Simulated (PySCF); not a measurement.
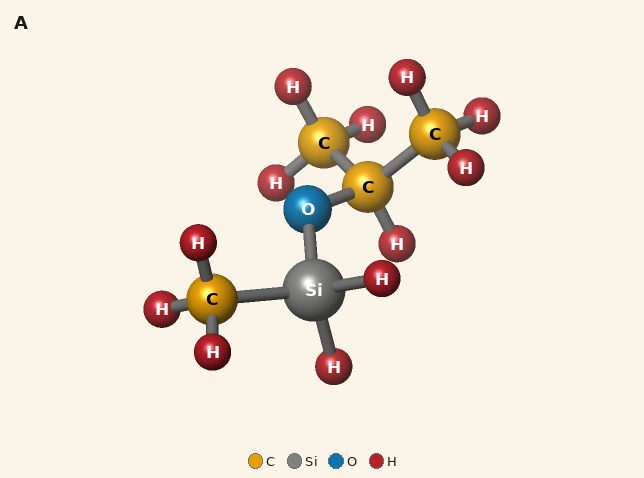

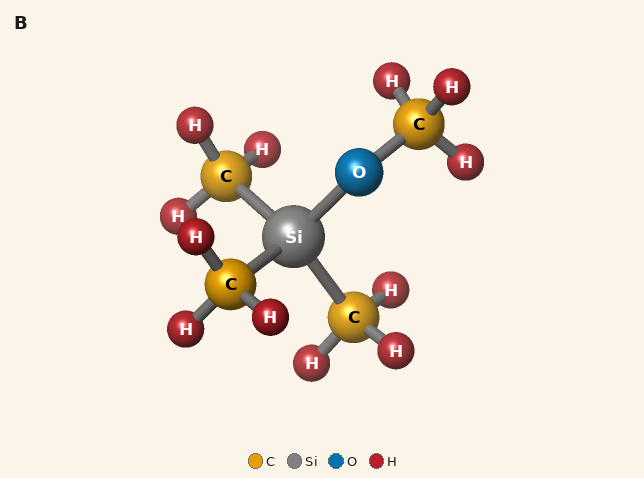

2 stationary structures of one formula. Geometries: PBE0-D3(BJ)/def2-SVP. Electronic energies: PBE0-D3(BJ)/def2-SVP (PySCF 2.14.0), without zero-point energy. No frequency run is at hand to confirm each as a minimum. Each is one conformer, not always the lowest.

Which structure is the most stable?

Answer. B is lowest; A lies 13.6 kcal/mol above it. A is `C[SiH2]OC(C)C`, B is `CO[Si](C)(C)C`.
